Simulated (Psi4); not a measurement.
**AlNH3 (SMILES [NH2][AlH]) at UMP2/cc-pCVTZ (density fitting, density fitting for correlation, sweep point 1)**

Aim: the vertical ionisation energy of AlNH3 at UMP2/cc-pCVTZ (density fitting, density fitting for correlation, sweep point 1), from 2 runs. Input form: a Python script.

Program for the calculation: Psi4 1.11.

### 1 The system as given

AlNH3: 5 atoms, total charge 0, spin state doublet. SMILES: `[NH2][AlH]`. Geometry: relaxed at PBE0-D4/def2-TZVP. This is one conformer, not always the lowest.

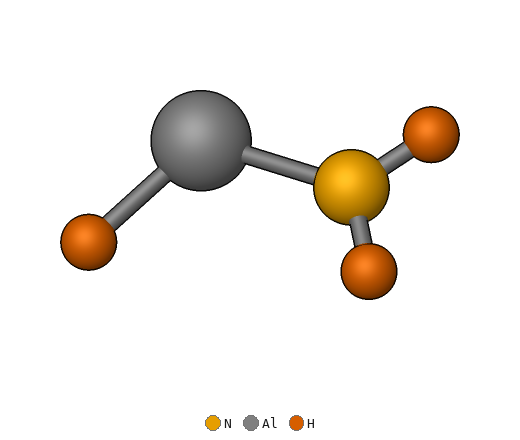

The structure, seen from a chosen angle (nitrogen amber, aluminium grey, hydrogen orange).

### 2 A single-point energy at UMP2/cc-pCVTZ (density fitting, density fitting for correlation, sweep point 1)

Input file run.py:

```python
import psi4

psi4.set_memory('1600 MB')
psi4.set_num_threads(1)
psi4.set_output_file('run.log', False)

molecule = psi4.geometry("""
0 2
N     -0.116600    -0.660800     0.175100
Al     0.836600     0.833900     0.120800
H      0.148500    -1.505300     0.655500
H     -1.010300    -0.782800    -0.277400
H      0.191800     2.041400    -0.715400
units angstrom
symmetry c1
""")

psi4.set_options({
    'basis': 'cc-pCVTZ',
    'reference': 'uhf',
    'puream': True,
    'scf_type': 'df',
    'num_frozen_docc': 6,
    'maxiter': 100,
})

E = psi4.energy("mp2")
print(f'mp2 energy: {E:.10f} Eh')
```

On the command line:

```console
$ python run.py
```

run.log, shortened:

```text
[...]
  Running in c1 symmetry.
[...]
  Nuclear repulsion =   46.235092034097001
[...]
  Multiplicity = 2
[...]
  Nalpha       = 12
  Nbeta        = 11
[...]
    Number of basis functions: 144
[...]
   @DF-UHF iter   1:  -298.01852489691322   -7.13559e-01   3.69854e-03 ADIIS/DIIS
[...]
   @DF-UHF iter  14:  -298.14571274261243   -1.31308e-11   7.34456e-09 DIIS
[...]
   @S^2 Observed:                7.549463731E-01
[...]
    Orbital Energies [Eh]
    ---------------------
    Alpha Occupied:
       1A    -58.471192     2A    -15.522531     3A     -4.885333
       4A     -3.201508     5A     -3.197027     6A     -3.195425
       7A     -1.105797     8A     -0.638041     9A     -0.598704
      10A     -0.473376    11A     -0.397291    12A     -0.298405
    Alpha Virtual:
      13A      0.056399    14A      0.109484    15A      0.151834
      16A      0.188934    17A      0.207133    18A      0.214639
      19A      0.257667    20A      0.279107    21A      0.293740
      22A      0.303904    23A      0.318333    24A      0.353644
      25A      0.382968    26A      0.530439    27A      0.558442
[...]
  @DF-UHF Final Energy:  -298.14571274261243
   => Energetics <=
    Nuclear Repulsion Energy =             46.2350920340970006
    One-Electron Energy =                -505.1815486043487908
    Two-Electron Energy =                 160.8007438276393088
    Total Energy =                       -298.1457127426124316
  UHF NO Occupations:
  HONO-2 :   10  A 1.9995133
  HONO-1 :   11  A 1.9981325
[...]
 Multipole Moments:
 ------------------------------------------------------------------------------------
     Multipole            Electronic (a.u.)      Nuclear  (a.u.)        Total (a.u.)
 ------------------------------------------------------------------------------------
 L = 1.  Multiply by 2.5417464519 to convert [e a0] to [Debye]
 Dipole X            :          2.1875801           -2.2703034           -0.0827233
 Dipole Y            :          1.1395766           -1.5586141           -0.4190375
 Dipole Z            :          0.7768534           -0.6584655            0.1183879
 Magnitude           :                                                    0.4432282
[...]
```

The script printed:

```text
mp2 energy: -298.4290272867 Eh
```

It took 2.4 s on 1 thread of Intel Xeon 6975P-C (Granite Rapids), shared host; peak memory 0.33 GiB.

### 3 The singlet cation

Input file run.py:

```python
import psi4

psi4.set_memory('1600 MB')
psi4.set_num_threads(1)
psi4.set_output_file('output.dat', False)

geom = psi4.geometry("""
1 1
N     -0.116600    -0.660800     0.175100
Al     0.836600     0.833900     0.120800
H      0.148500    -1.505300     0.655500
H     -1.010300    -0.782800    -0.277400
H      0.191800     2.041400    -0.715400
symmetry c1
""")

psi4.set_options({
    'basis': 'cc-pCVTZ',
    'puream': True,
    'scf_type': 'df',
    'num_frozen_docc': 6,
})

e, wfn = psi4.energy("mp2", return_wfn=True)
print('E =', round(e, 9))
```

On the command line:

```console
$ python run.py
```

output.dat, shortened:

```text
[...]
  Running in c1 symmetry.
[...]
  Nuclear repulsion =   46.235092034097001
[...]
  Multiplicity = 1
[...]
  Nalpha       = 11
  Nbeta        = 11
[...]
    Number of basis functions: 144
[...]
   @DF-RHF iter   1:  -297.74344574503448   -4.38480e-01   3.60490e-03 ADIIS/DIIS
[...]
   @DF-RHF iter  11:  -297.86759785683444   -1.02887e-11   2.84277e-09 DIIS
[...]
    Orbital Energies [Eh]
    ---------------------
    Doubly Occupied:
       1A    -58.787773     2A    -15.743080     3A     -5.194783
       4A     -3.508676     5A     -3.507879     6A     -3.506289
       7A     -1.315985     8A     -0.845071     9A     -0.813432
      10A     -0.695272    11A     -0.610447
[...]
  @DF-RHF Final Energy:  -297.86759785683444
   => Energetics <=
    Nuclear Repulsion Energy =             46.2350920340970006
    One-Electron Energy =                -499.1480056863026675
    Two-Electron Energy =                 155.0453157953712378
    Total Energy =                       -297.8675978568344362
[...]
 Multipole Moments:
 ------------------------------------------------------------------------------------
     Multipole            Electronic (a.u.)      Nuclear  (a.u.)        Total (a.u.)
 ------------------------------------------------------------------------------------
 L = 1.  Multiply by 2.5417464519 to convert [e a0] to [Debye]
 Dipole X            :          3.4868484           -2.2703034            1.2165450
 Dipole Y            :          2.1540282           -1.5586141            0.5954141
 Dipole Z            :          1.1052846           -0.6584655            0.4468191
 Magnitude           :                                                    1.4262352
[...]
```

On the terminal:

```text
E = -298.147925774
```

Run time: 2 s. Hardware: 1 thread of Intel Xeon 6975P-C (Granite Rapids), shared host; peak memory 0.33 GiB.

### 4 What came out

Level: UMP2/cc-pCVTZ (density fitting, density fitting for correlation, sweep point 1), 6 core orbitals frozen.

| quantity | value |
| --- | --- |
| doublet AlNH3: total energy | -298.42903 Eh |
| doublet AlNH3: HOMO energy (Hartree–Fock orbitals) (highest over α and β) | -8.12 eV |
| doublet AlNH3: LUMO energy (Hartree–Fock orbitals) (lowest over α and β) | 1.27 eV |
| doublet AlNH3: correlation energy (6 core orbitals frozen) | -283.3 mEh |
| doublet AlNH3: ⟨S²⟩ of the reference determinant | 0.755 |
| singlet cation: total energy | -298.14793 Eh |
| singlet cation: HOMO energy (Hartree–Fock orbitals) | -16.61 eV |
| singlet cation: LUMO energy (Hartree–Fock orbitals) | -7.00 eV |
| singlet cation: HOMO–LUMO gap (Hartree–Fock orbitals) | 9.61 eV |
| singlet cation: correlation energy (6 core orbitals frozen) | -280.3 mEh |
| vertical ionisation energy (to the singlet cation) | 7.649 eV |

**Reading.** Removing an electron at fixed nuclei costs 7.65 eV (738 kJ/mol). Only the singlet of the ionised species was computed; a triplet could lie lower.
